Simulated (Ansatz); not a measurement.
## Electronic structure of CH3CuO in real space

Input

```
crystal:
  periodic: [false, false, false]
  atoms:
    - {symbol: C, position_ang: [0.019404, 2.028850, 1.091722]}
    - {symbol: Cu, position_ang: [-0.185065, 0.804850, -0.392465]}
    - {symbol: O, position_ang: [-0.818164, 1.798817, 2.196109]}
    - {symbol: H, position_ang: [-0.561999, 0.969233, 2.603183]}
    - {symbol: H, position_ang: [1.081091, 2.029622, 1.365237]}
    - {symbol: H, position_ang: [-0.241351, 3.009730, 0.690292]}
basis:
  gaussian:
    orbitals: def2-TZVPD
hamiltonian:
  xc: {name: PBE0}
output: {forces: true, orbitals: {seedname: orbitals}}
```

Command:

```sh
ansatz run input.yaml --threads 2 --pin off --max-ram 4350MiB --events-out events.jsonl --progress --plain --runs-dir runs
```

Geometry: PBE0-D4/def2-TZVP.

Theory: isolated molecule in a Gaussian basis; Kohn-Sham density functional theory, functional PBE0 (Ansatz 0.2.0).

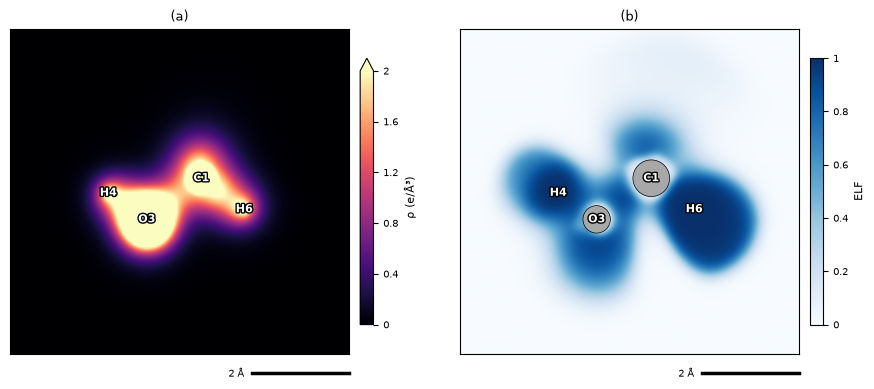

Figure 1. (a) total electron density; (b) electron localisation function on the plane of atoms C1, O3 and H4. Grey discs cover the atomic cores in the ELF map.

> What do the fields say about this system?

- The section cuts through C, O and H sites.
- C–O (1.41 Å): the density is about 2.1 e/Å³ at the midpoint, with its minimum of 1.8 e/Å³ about 0.5 Å from C; the ELF peaks at about 0.90 between the atoms; a shared but strongly polarised pair.
- O–H (0.96 Å): the density is about 3.8 e/Å³ at the midpoint; the ELF climbs to about 1 towards the hydrogen, as it does in any bond to H (a covalent bond by its length).
- C–H (1.09 Å): the density is about 2 e/Å³ at the midpoint; the ELF climbs to about 1 towards the hydrogen; a covalent bond by its length.
- The ELF also peaks beside O3, away from the bonds: lone-pair regions.

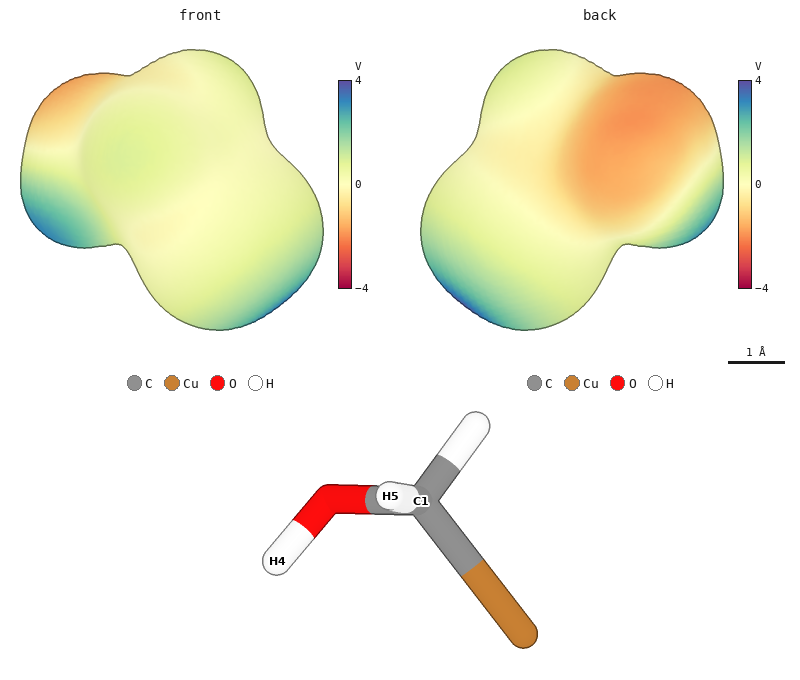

Figure 2. The electrostatic potential painted on the density surface at 0.004 e/bohr³, seen from the front and from behind; red is negative and blue positive. The bare structure is drawn below in the same view.

> Where is the surface potential most negative and most positive?

The most negative region (about −1.9 V, or −44 kcal/mol for a unit charge) lies over O3, the most positive (about +3.7 V, or +85 kcal/mol for a unit charge) over Cu2. O3 is the likeliest acceptor of a hydrogen bond.

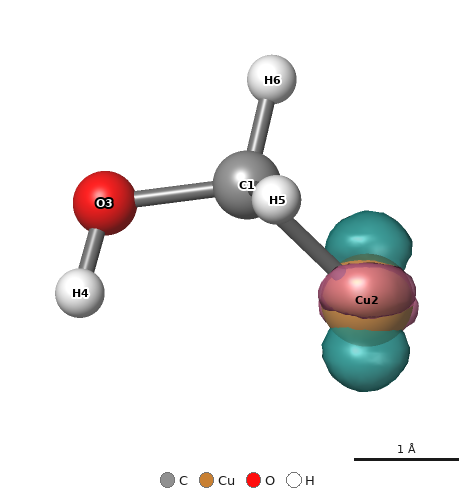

Figure 3. The HOMO−1 at ±0.4 Å⁻³ᐟ² (teal and pink are the two phases), seen at a tilt.

> Where does this orbital lie, and at what energy?

Its weight (Hirshfeld) is mainly on Cu2 (about 90 %). Its energy is −7.67 eV.
